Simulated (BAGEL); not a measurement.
# ZnHBrO (SMILES [OH][Zn][Br]): levels of theory compared

Wanted: a comparison of 3 runs (HF/3-21G, HF/6-31G*, HF/def2-SVPD) of ZnHBrO. 

The results are computed with BAGEL 1.2.2.

14 further runs of the same task are left out: 4 that didn't finish, 10 set aside as unsound or not needed. Runs told in other sessions of the task aren't counted.

## Step 1: The molecule

ZnHBrO has 4 atoms, charge 0, and is taken as a singlet. As SMILES, `[OH][Zn][Br]`. The Zn2–Br3 distance was set to 3.997 Å, away from the relaxed value. At this shape a bond of the SMILES string is far longer than usual.

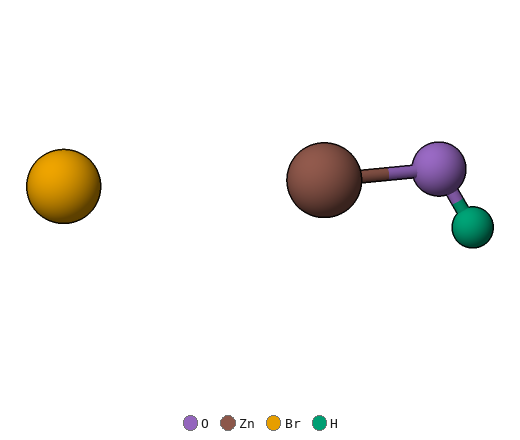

The structure, seen from a chosen angle (oxygen purple, zinc brown, bromine amber, hydrogen teal).

## Step 2: A single-point energy at HF/3-21G (density fitting with qzvpp-jkfit) (run 1)

Input file job.json:

```json
{ "bagel" : [

{
  "title" : "molecule",
  "basis" : "3-21g",
  "df_basis" : "qzvpp-jkfit",
  "angstrom" : "true",
  "geometry" : [
    { "atom" : "O", "xyz" : [   -2.200620,    1.887935,   -1.071950 ] },
    { "atom" : "Zn", "xyz" : [   -0.928420,    0.830735,   -0.444650 ] },
    { "atom" : "Br", "xyz" : [    2.029000,   -1.354300,    1.122800 ] },
    { "atom" : "H", "xyz" : [   -2.787720,    1.488635,   -1.716450 ] }
  ]
},
{ "title" : "hf" },
{ "title" : "print", "file" : "orbitals.molden", "orbitals" : "true" }

]}
```

Command:

```console
$ BAGEL_NUM_THREADS=1 BAGEL job.json > job.out
```

What it wrote:

```text
* using 1 threads per process

  ===============================================================
  ===============================================================

  *** Geometry ***

  { "atom" : "O", "xyz" : [     -4.158569,      3.567680,     -2.025692 ] },
  { "atom" : "Zn", "xyz" : [     -1.754460,      1.569862,     -0.840267 ] },
  { "atom" : "Br", "xyz" : [      3.834254,     -2.559256,      2.121784 ] },
  { "atom" : "H", "xyz" : [     -5.268027,      2.813112,     -3.243620 ] },

  Number of auxiliary basis functions:      625

  Since a DF basis is specified, we compute 2- and 3-index integrals:
    o Being stored without compression. Storage requirement is 0.018 GB

  Number of basis functions:       60
  Number of electrons      :       74

    * METHOD: MOLECULE                             0.21

  *** RHF ***

  === Nuclear Repulsion ===
   250.6364931052

      * DIIS with orbital gradients will be used.

  === RHF iteration (3-21g) ===
      0      -4403.82741708          0.02238926           0.08
      1      -4403.93943438          0.01729583           0.08
      2      -4404.00967474          0.00117459           0.08
      3      -4404.01133793          0.00045933           0.08
      4      -4404.01165284          0.00016487           0.08
      5      -4404.01169527          0.00005837           0.08
      6      -4404.01169881          0.00002686           0.07
      7      -4404.01169922          0.00000999           0.07
      8      -4404.01169930          0.00000638           0.07
      9      -4404.01169933          0.00000197           0.07
     10      -4404.01169933          0.00000091           0.08
     11      -4404.01169933          0.00000040           0.07
     12      -4404.01169933          0.00000020           0.07
     13      -4404.01169933          0.00000012           0.07
     14      -4404.01169933          0.00000008           0.07
     15      -4404.01169933          0.00000005           0.07
     16      -4404.01169933          0.00000002           0.07
     17      -4404.01169933          0.00000001           0.07
    * SCF iteration converged.

    * Permanent dipole moment:
           (    2.488889,    -1.109676,     1.610948) a.u.

    * METHOD: HF                                   1.54

    * METHOD: PRINT                                0.00

  ===============================================================
```

Run time: 2.1 s. Hardware: 1 thread of Intel Xeon 6975P-C (Granite Rapids), shared host; peak memory 0.12 GiB.

## Step 3: A single-point energy at HF/6-31G(d) (density fitting with qzvpp-jkfit, spherical functions) (run 2)

Input file input.json:

```json
{ "bagel" : [

{
  "title" : "molecule",
  "basis" : "6-31gs.json",
  "df_basis" : "qzvpp-jkfit",
  "angstrom" : true,
  "geometry" : [
    { "atom" : "O", "xyz" : [      -2.200620,       1.887935,      -1.071950 ] },
    { "atom" : "Zn", "xyz" : [      -0.928420,       0.830735,      -0.444650 ] },
    { "atom" : "Br", "xyz" : [       2.029000,      -1.354300,       1.122800 ] },
    { "atom" : "H", "xyz" : [      -2.787720,       1.488635,      -1.716450 ] }
  ]
},

{
  "title" : "hf"
},

{
  "title" : "print",
  "file" : "orbitals.molden",
  "orbitals" : true
}

]}
```

The basis set 6-31G* is read from a file made from the Basis Set Exchange's data (not shown).

Command:

```console
$ BAGEL_NUM_THREADS=1 BAGEL input.json > input.out
```

What it wrote:

```text
* using 1 threads per process

  ===============================================================
  ===============================================================

  *** Geometry ***

  { "atom" : "O", "xyz" : [     -4.158569,      3.567680,     -2.025692 ] },
  { "atom" : "Zn", "xyz" : [     -1.754460,      1.569862,     -0.840267 ] },
  { "atom" : "Br", "xyz" : [      3.834254,     -2.559256,      2.121784 ] },
  { "atom" : "H", "xyz" : [     -5.268027,      2.813112,     -3.243620 ] },

  Number of auxiliary basis functions:      625

  Since a DF basis is specified, we compute 2- and 3-index integrals:
    o Being stored without compression. Storage requirement is 0.034 GB

  Number of basis functions:       82
  Number of electrons      :       74

    * METHOD: MOLECULE                             0.32

  *** RHF ***

  === Nuclear Repulsion ===
   250.6364931052

      * DIIS with orbital gradients will be used.

  === RHF iteration (6-31gs.json) ===
      0      -4424.75157135          0.01903000           0.12
      1      -4424.85754701          0.01599687           0.13
      2      -4424.97522494          0.00107812           0.12
      3      -4424.97664945          0.00057400           0.13
      4      -4424.97695320          0.00017134           0.13
      5      -4424.97704001          0.00006129           0.12
      6      -4424.97705267          0.00003204           0.11
      7      -4424.97705481          0.00001251           0.12
      8      -4424.97705506          0.00000416           0.14
      9      -4424.97705508          0.00000191           0.11
     10      -4424.97705509          0.00000061           0.12
     11      -4424.97705509          0.00000027           0.11
     12      -4424.97705509          0.00000011           0.14
     13      -4424.97705509          0.00000004           0.12
     14      -4424.97705509          0.00000002           0.11
     15      -4424.97705509          0.00000001           0.11
    * SCF iteration converged.

    * Permanent dipole moment:
           (    2.897160,    -1.481933,     1.799079) a.u.

    * METHOD: HF                                   2.21

    * METHOD: PRINT                                0.01

  ===============================================================
```

Run time: 2.9 s. Hardware: 1 thread of Intel Xeon 6975P-C (Granite Rapids), shared host; peak memory 0.16 GiB.

## Step 4: The energy at HF/def2-SVPD (density fitting with qzvpp-jkfit) (run 3)

Input file hf.json:

```json
{ "bagel": [

{
  "title": "molecule",
  "basis": "def2-svpd.json",
  "df_basis": "qzvpp-jkfit",
  "angstrom": "true",
  "geometry": [
    { "atom": "O", "xyz": [   -2.200620,    1.887935,   -1.071950 ] },
    { "atom": "Zn", "xyz": [   -0.928420,    0.830735,   -0.444650 ] },
    { "atom": "Br", "xyz": [    2.029000,   -1.354300,    1.122800 ] },
    { "atom": "H", "xyz": [   -2.787720,    1.488635,   -1.716450 ] }
  ]
},
{
  "title": "hf"
},
{
  "title": "print",
  "file": "orbitals.molden",
  "orbitals": "true"
}

]}
```

The basis set def2-SVPD is read from a file made from the Basis Set Exchange's data (not shown).

Command:

```console
$ BAGEL_NUM_THREADS=1 BAGEL hf.json > hf.out
```

What it wrote:

```text
* using 1 threads per process

  ===============================================================
  ===============================================================

  *** Geometry ***

  { "atom" : "O", "xyz" : [     -4.158569,      3.567680,     -2.025692 ] },
  { "atom" : "Zn", "xyz" : [     -1.754460,      1.569862,     -0.840267 ] },
  { "atom" : "Br", "xyz" : [      3.834254,     -2.559256,      2.121784 ] },
  { "atom" : "H", "xyz" : [     -5.268027,      2.813112,     -3.243620 ] },

  Number of auxiliary basis functions:      625

  Since a DF basis is specified, we compute 2- and 3-index integrals:
    o Being stored without compression. Storage requirement is 0.056 GB

  Number of basis functions:      106
  Number of electrons      :       74

    * METHOD: MOLECULE                             0.43

  *** RHF ***

  === Nuclear Repulsion ===
   250.6364931052

      * DIIS with orbital gradients will be used.

  === RHF iteration (def2-svpd.json) ===
      0      -4424.72736691          0.01993451           0.20
      1      -4424.82532582          0.01928454           0.16
      2      -4425.00736327          0.00101425           0.16
      3      -4425.00884008          0.00052306           0.17
      4      -4425.00919491          0.00017703           0.21
      5      -4425.00928458          0.00006519           0.19
      6      -4425.00930214          0.00002480           0.18
      7      -4425.00930454          0.00000489           0.16
      8      -4425.00930459          0.00000144           0.19
      9      -4425.00930460          0.00000075           0.15
     10      -4425.00930460          0.00000031           0.18
     11      -4425.00930460          0.00000011           0.23
     12      -4425.00930460          0.00000004           0.19
     13      -4425.00930460          0.00000002           0.15
     14      -4425.00930460          0.00000001           0.17
    * SCF iteration converged.

    * Permanent dipole moment:
           (    2.776784,    -1.475358,     1.702324) a.u.

    * METHOD: HF                                   3.13

    * METHOD: PRINT                                0.01

  ===============================================================
```

It took 4.2 s on 1 thread of Intel Xeon 6975P-C (Granite Rapids), shared host; peak memory 0.2 GiB.

## Step 5: The series

```csv
run,level,energy (Eh),dipole moment (D),HOMO energy (eV),LUMO energy (eV),wall time
1,HF/3-21G (density fitting with qzvpp-jkfit),-4404.011699,8.05,-8.31,-1.99,2.1 s
2,"HF/6-31G* (density fitting with qzvpp-jkfit, spherical functions)",-4424.977055,9.45,-8.72,-2.40,2.9 s
3,HF/def2-SVPD (density fitting with qzvpp-jkfit),-4425.009305,9.09,-8.90,-2.56,4.2 s
```

## Step 6: Summary of results

| quantity | value |
| --- | --- |
| run 3: total energy | -4425.00930 Eh |
| run 3: dipole moment | 9.09 D |
| run 3: HOMO energy | -8.90 eV |
| run 3: LUMO energy | -2.56 eV |
| run 3: HOMO–LUMO gap | 6.35 eV |

What this shows: The dipole moment (its size) runs from 8.05 D (HF/3-21G) to 9.45 D (HF/6-31G*). The HOMO–LUMO gap runs from 6.32 eV (HF/6-31G*) to 6.35 eV (HF/def2-SVPD). In all runs a closed-shell determinant meets a far-stretched bond; if it breaks into open shells, such a determinant describes it badly, and no broken-symmetry solution was shown. All runs together took 9.2 s, the longest 4.2 s.
